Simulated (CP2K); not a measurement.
# AlSiH3F2 (SMILES [F][Al]([F])[SiH3]) at GFN2-xTB

What is the vertical electron affinity of AlSiH3F2 at GFN2-xTB? 

Program for the calculation: CP2K 2026.2.

2 further runs of the same task are left out: 2 that didn't finish.

### Step 1. The structure to begin with

The species is AlSiH3F2 (7 atoms), meant as a singlet with charge 0. As SMILES, `[F][Al]([F])[SiH3]`. Geometry: relaxed at PBE0-D4/def2-TZVP.

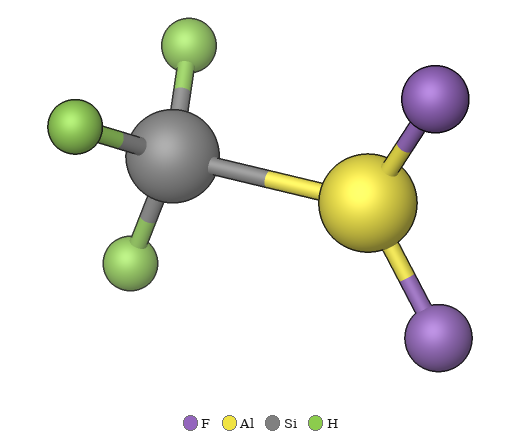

Viewed from a chosen angle; fluorine purple, aluminium yellow, silicon grey, hydrogen green.

### Step 2. Energy and gradient at GFN2-xTB

The input, molecule.xyz:

```xyz
7

F      1.132200    -0.635500     2.299300
Al     0.637500    -0.942400     0.762600
F      0.934400    -2.446300     0.169800
Si    -0.483600     0.731300    -0.597700
H      0.313100     0.992200    -1.826700
H     -0.649000     2.003300     0.152200
H     -1.823500     0.229400    -1.005000
```

The input, molecule.inp:

```
&GLOBAL
  PROJECT molecule
  RUN_TYPE ENERGY_FORCE
  PRINT_LEVEL MEDIUM
&END GLOBAL

&FORCE_EVAL
  METHOD QS
  &DFT
    CHARGE 0
    MULTIPLICITY 1
    # Quickstep
    &QS
      METHOD XTB
      EPS_DEFAULT 1.0E-10
      &XTB
        GFN_TYPE TBLITE
        &TBLITE
          METHOD GFN2
        &END TBLITE
        CHECK_ATOMIC_CHARGES F
      &END XTB
    &END QS
    &POISSON
      PERIODIC NONE
      POISSON_SOLVER ANALYTIC
    &END POISSON
    # self-consistent field
    &SCF
      SCF_GUESS ATOMIC
      EPS_SCF 1.0E-07
      MAX_SCF 150
      ADDED_MOS 4
      &DIAGONALIZATION
        ALGORITHM STANDARD
      &END DIAGONALIZATION
      &MIXING
        METHOD DIRECT_P_MIXING
        ALPHA 0.4
      &END MIXING
      &SMEAR ON
        METHOD FERMI_DIRAC
        ELECTRONIC_TEMPERATURE [K] 300
      &END SMEAR
    &END SCF
    # extra output
    &PRINT
      &MOMENTS
        PERIODIC F
        REFERENCE COM
        MAX_MOMENT 1
      &END MOMENTS
      &MO ON
        ENERGIES T
        OCCUPATION_NUMBERS T
        NDIGITS 6
        &EACH
          QS_SCF 0
        &END EACH
        ADD_LAST NUMERIC
      &END MO
      &HIRSHFELD OFF
      &END HIRSHFELD
    &END PRINT
  &END DFT
  &SUBSYS
    # vacuum box
    &CELL
      ABC [angstrom] 19 20.4 20.1
      PERIODIC NONE
    &END CELL
    &TOPOLOGY
      COORD_FILE_NAME molecule.xyz
      COORD_FILE_FORMAT XYZ
      &CENTER_COORDINATES
      &END CENTER_COORDINATES
    &END TOPOLOGY
  &END SUBSYS
  # extra output
  &PRINT
    &FORCES ON
    &END FORCES
  &END PRINT
&END FORCE_EVAL
```

The run is started by

```bash
$ OMP_NUM_THREADS=1 cp2k.psmp molecule.inp > molecule.out
```

The log of the run, shortened:

```text
CP2K| version string:                                       CP2K version 2026.2
[...]
 GLOBAL| Method name                                                        CP2K
[...]
 GLOBAL| Run type                                                   ENERGY_FORCE
[...]
                             - Atoms:                                          7
[...]
                             - Spherical basis functions:                     29
[...]
 Number of electrons:                                                         24
[...]
  *** SCF run converged in    15 steps ***
[...]
  Fermi energy:                                                -0.28027220772984
[...]
 TB_DIPOLE| Moment [Debye]         -1.43648144       2.18328280      -1.70221463
 TB_DIPOLE| Derivative [a.u.]       0.00000000       0.00000000       0.00000000
[...]
 ENERGY| Total FORCE_EVAL ( QS ) energy [hartree]            -13.966789464825112
 FORCES| Atomic forces [hartree/bohr]
 FORCES|   Atom     x               y               z               |f|
 FORCES|      1  3.03554262E-03 -6.07027055E-04  7.21050702E-03   7.84693649E-03
 FORCES|      2 -7.56662908E-03  1.17035949E-02 -8.80339905E-03   1.64841695E-02
 FORCES|      3  2.25686404E-03 -7.31592506E-03 -7.96214164E-04   7.69741202E-03
 FORCES|      4  2.96601838E-03 -5.10787080E-03  2.92440880E-03   6.59088582E-03
 FORCES|      5 -4.62132355E-03  9.15268238E-04  3.48586904E-03   5.86051451E-03
 FORCES|      6 -2.85305766E-04 -3.64704514E-03 -4.11681223E-03   5.50731156E-03
 FORCES|      7  4.21483336E-03  4.05900491E-03  9.56405898E-05   5.85230623E-03
 FORCES| Sum     1.82145965E-17  3.03576608E-17  2.02745806E-17
 FORCES| Total atomic force                                       4.07972758E-17
[...]
```

Run time: 0.51 s. Hardware: 1 thread of Arm Neoverse N1, shared host; peak memory 0.14 GiB.

### Step 3. The doublet anion at the same level

molecule.xyz is that of step 2.

The input, job.inp:

```
&GLOBAL
 PROJECT job
 RUN_TYPE ENERGY_FORCE
 PRINT_LEVEL MEDIUM
&END GLOBAL
&FORCE_EVAL
 METHOD QUICKSTEP
 &DFT
  CHARGE -1
  MULTIPLICITY 2
  UKS T
  &QS
   METHOD XTB
   EPS_DEFAULT 1.0E-10
   &XTB
    GFN_TYPE TBLITE
    &TBLITE
     METHOD GFN2
    &END TBLITE
    CHECK_ATOMIC_CHARGES F
   &END XTB
  &END QS
  &POISSON
   PERIODIC NONE
   POISSON_SOLVER ANALYTIC
  &END POISSON
  &SCF
   SCF_GUESS ATOMIC
   EPS_SCF 1.0E-07
   MAX_SCF 150
   ADDED_MOS 2
   &DIAGONALIZATION
    ALGORITHM STANDARD
   &END DIAGONALIZATION
   &MIXING
    METHOD DIRECT_P_MIXING
    ALPHA 0.4
   &END MIXING
  &END SCF
  &PRINT
   &MOMENTS
    PERIODIC F
    REFERENCE COM
    MAX_MOMENT 1
   &END MOMENTS
   &MO ON
    ENERGIES T
    OCCUPATION_NUMBERS T
    NDIGITS 6
    &EACH
     QS_SCF 0
    &END EACH
    ADD_LAST NUMERIC
   &END MO
   &HIRSHFELD OFF
   &END HIRSHFELD
  &END PRINT
 &END DFT
 &SUBSYS
  &CELL
   ABC 19 20.4 20.1
   PERIODIC NONE
  &END CELL
  &TOPOLOGY
   COORD_FILE_NAME molecule.xyz
   COORD_FILE_FORMAT XYZ
   &CENTER_COORDINATES
   &END CENTER_COORDINATES
  &END TOPOLOGY
 &END SUBSYS
 &PRINT
  &FORCES ON
  &END FORCES
 &END PRINT
&END FORCE_EVAL
```

The run is started by

```bash
$ OMP_NUM_THREADS=1 cp2k.psmp -i job.inp -o job.out
```

The log of the run, shortened:

```text
CP2K| version string:                                       CP2K version 2026.2
[...]
 GLOBAL| Method name                                                        CP2K
[...]
 GLOBAL| Run type                                                   ENERGY_FORCE
[...]
                             - Atoms:                                          7
[...]
                             - Spherical basis functions:                     29
[...]
 Number of electrons:                                                         13
[...]
  *** SCF run converged in    18 steps ***
[...]
  Fermi energy:                                                -0.02592690223129
[...]
 TB_DIPOLE| Moment [Debye]          0.34087655      -0.46658927       0.45850294
 TB_DIPOLE| Derivative [a.u.]       0.00000000       0.00000000       0.00000000
[...]
 ENERGY| Total FORCE_EVAL ( QS ) energy [hartree]            -14.106545731188795
 FORCES| Atomic forces [hartree/bohr]
 FORCES|   Atom     x               y               z               |f|
 FORCES|      1  1.25470530E-02  6.80373455E-03  3.81065327E-02   4.06918564E-02
 FORCES|      2 -9.08192752E-03  1.47105577E-02 -9.82535443E-03   1.98851579E-02
 FORCES|      3  7.12205352E-03 -3.57423932E-02 -1.39095511E-02   3.90092031E-02
 FORCES|      4  2.00019230E-04 -3.05767018E-03 -2.39189731E-03   3.88722618E-03
 FORCES|      5 -7.42142452E-03  6.79645377E-03 -1.00195507E-03   1.01130233E-02
 FORCES|      6 -3.19944802E-03  1.13643213E-03 -7.23218289E-03   7.98951907E-03
 FORCES|      7 -1.66325693E-04  9.35288523E-03 -3.74559191E-03   1.00763875E-02
 FORCES| Sum    -6.96328845E-17 -1.21430643E-17  3.55618313E-17
 FORCES| Total atomic force                                       7.91254476E-17
[...]
```

Wall time 0.55 s (1 thread of Arm Neoverse N1, shared host); peak memory 0.14 GiB.

### Step 4. Results

At GFN2-xTB:

| quantity | value |
| --- | --- |
| singlet AlSiH3F2: total energy | -13.96679 Eh |
| singlet AlSiH3F2: dipole moment (from atomic charges alone) | 3.12 D |
| singlet AlSiH3F2: HOMO energy | -10.64 eV |
| singlet AlSiH3F2: LUMO energy | -6.73 eV |
| singlet AlSiH3F2: HOMO–LUMO gap | 3.90 eV |
| singlet AlSiH3F2: largest force on an atom | 0.848 eV/Å |
| doublet anion: total energy | -14.10655 Eh |
| doublet anion: HOMO energy (highest over α and β) | -0.88 eV |
| doublet anion: LUMO energy (lowest over α and β) | -0.53 eV |
| doublet anion: largest force on an atom | 2.092 eV/Å |
| vertical electron affinity (to the doublet anion) | 3.803 eV |

At fixed nuclei the extra electron is bound by 3.80 eV (367 kJ/mol). The largest force (singlet AlSiH3F2) is 0.85 eV/Å: the shape isn't a stationary point for this species at this level. A minimal valence basis can't be trusted even for the sign of an electron affinity. No empirical shift is applied, and without it xTB methods put this difference several eV too high. The dipole (singlet AlSiH3F2) comes from point charges on the atoms alone, without atomic dipoles, so it is partial.
